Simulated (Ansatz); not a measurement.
**B3LYP/6-31G(d) (Cartesian functions) run of CH4AlNO (SMILES C1[NH][AlH][O]1)**

What is the energy change on altering one bond length of CH4AlNO at B3LYP/6-31G* (Cartesian functions)? 

Program for the calculation: Ansatz 0.2.0.

93 further runs of the same task are left out: 93 set aside as unsound or not needed.

## 1. The system as given

The species is CH4AlNO (8 atoms), meant as a singlet with charge 0. SMILES: `C1[NH][AlH][O]1`. The coordinates come from a PBE0-D4/def2-TZVP relaxation.

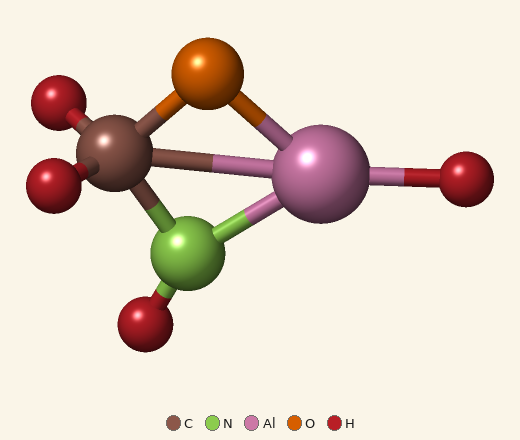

The structure, seen from a chosen angle (carbon brown, nitrogen green, aluminium pink, oxygen orange, hydrogen red).

## 2. A single-point energy at B3LYP/6-31G(d) (Cartesian functions)

Contents of molecule.yaml:

```yaml
crystal:
  periodic: [false, false, false]
  atoms:
    - {symbol: C, position_ang: [-0.254000, 0.762000, -0.440000]}
    - {symbol: N, position_ang: [0.576900, 0.253100, 0.654700]}
    - {symbol: Al, position_ang: [0.036100, -1.359500, 0.209100]}
    - {symbol: O, position_ang: [-0.820500, -0.429100, -0.975000]}
    - {symbol: H, position_ang: [0.332400, 1.276900, -1.213500]}
    - {symbol: H, position_ang: [-1.052500, 1.431000, -0.090700]}
    - {symbol: H, position_ang: [1.107700, 0.887000, 1.221500]}
    - {symbol: H, position_ang: [0.166000, -2.878600, 0.578000]}
basis:
  gaussian: {orbitals: "6-31G*"}
accuracy: high
hamiltonian: {xc: {name: B3LYP}}
output: {orbitals: {seedname: orbitals}}
```

Started as:

```sh
$ ansatz run molecule.yaml --threads 1 --pin off --max-ram 3480MiB --events-out events.jsonl --progress --plain --runs-dir runs
```

Log:

```text
Warning: RAYON_NUM_THREADS=1 ignored (pool sized by the plan → 1); use --threads N
Functional definition: B3LYP
  name "B3LYP"
  parameter a0 = 0.2
  parameter ax = 0.72
  parameter ac = 0.81
  exchange = (1 - a0 - ax)*slater_x + ax*b88_x + a0*exact_x
  correlation = (1 - ac)*vwn_rpa_c + ac*lyp_c
1632 factors; integrals over basis functions are off by at most 3.2e-9 eV
mean field evaluation 1: about -11227.2489 eV, gradient 6.9e1 eV
mean field evaluation 2: about -11201.2665 eV, gradient 1.2e2 eV
mean field evaluation 4: about -11236.5476 eV, gradient 1.0e1 eV
mean field evaluation 8: about -11236.8547 eV, gradient 5.5e-1 eV
mean field evaluation 16: about -11236.8556 eV, gradient 3.0e-5 eV
mean field -11236.85560153 eV, -412.9468267420 hartree, gradient 1.7e-8 eV, S^2 0.000000; 0 other end points of the search recorded, 0 dependent functions left out
reference -11236.85563931 eV, -412.9468281304 hartree; 19, 19 occupied and 53, 53 virtual orbitals, 1632 factors
Total energy: -11236.85563931 eV, -412.9468281304 hartree
```

Run time: 5.1 s. Hardware: 1 thread of Arm Neoverse V2, shared host; peak memory 0.21 GiB.

## 3. The distorted shape, same level

Contents of molecule.yaml:

```yaml
crystal:
  periodic: [false, false, false]
  atoms:
    - {symbol: C, position_ang: [-0.357916, 1.977233, -0.735109]}
    - {symbol: N, position_ang: [0.472984, 1.468333, 0.359591]}
    - {symbol: Al, position_ang: [-0.067816, -0.144267, -0.086009]}
    - {symbol: O, position_ang: [-0.924416, 0.786133, -1.270109]}
    - {symbol: H, position_ang: [0.228484, 2.492133, -1.508609]}
    - {symbol: H, position_ang: [-1.156416, 2.646233, -0.385809]}
    - {symbol: H, position_ang: [1.003784, 2.102233, 0.926391]}
    - {symbol: H, position_ang: [0.166000, -2.878600, 0.578000]}
basis:
  gaussian:
    orbitals: "6-31G*"
hamiltonian:
  xc: {name: B3LYP}
accuracy: high
output: {orbitals: {seedname: orbitals}}
```

Started as:

```sh
$ ansatz run molecule.yaml --threads 1 --pin off --max-ram 3480MiB --events-out events.jsonl --progress --plain --runs-dir runs
```

Log, cut to the lines that bear on the results:

```text
Warning: RAYON_NUM_THREADS=1 ignored (pool sized by the plan → 1); use --threads N
[... 7 set-up lines as earlier in the session ...]
1630 factors; integrals over basis functions are off by at most 3.0e-9 eV
mean field evaluation 1: about -11224.0401 eV, gradient 6.9e1 eV
mean field evaluation 2: about -11155.1804 eV, gradient 1.6e2 eV
mean field evaluation 4: about -11231.0313 eV, gradient 2.0e1 eV
mean field evaluation 8: about -11233.7519 eV, gradient 6.7e-1 eV
mean field evaluation 16: about -11233.8591 eV, gradient 7.4e-4 eV
mean field -11233.85906972 eV, -412.8367062290 hartree, gradient 7.4e-8 eV, S^2 0.000000; 0 other end points of the search recorded, 0 dependent functions left out
reference -11233.85910995 eV, -412.8367077076 hartree; 19, 19 occupied and 53, 53 virtual orbitals, 1630 factors
Total energy: -11233.85910995 eV, -412.8367077076 hartree
```

Run time: 5.4 s. Hardware: 1 thread of Arm Neoverse V2, shared host; peak memory 0.22 GiB.

## 4. What came out

Level: B3LYP/6-31G* (Cartesian functions).

```
                                                          quantity          value
                                         first shape: total energy  -412.94683 Eh
                                          first shape: HOMO energy       -6.36 eV
                                          first shape: LUMO energy       -0.34 eV
                                        first shape: HOMO–LUMO gap        6.02 eV
                                     distorted shape: total energy  -412.83671 Eh
                                      distorted shape: HOMO energy       -6.87 eV
                                      distorted shape: LUMO energy       -3.15 eV
                                    distorted shape: HOMO–LUMO gap        3.72 eV
energy change with the Al3–H8 bond stretched from 1.569 to 2.824 Å       2.997 eV
```

What this shows: With the Al3–H8 bond stretched from 1.569 to 2.824 Å the energy rises by 3.00 eV (69 kcal/mol). The first shape isn't relaxed at this level, so the change isn't measured from a minimum.
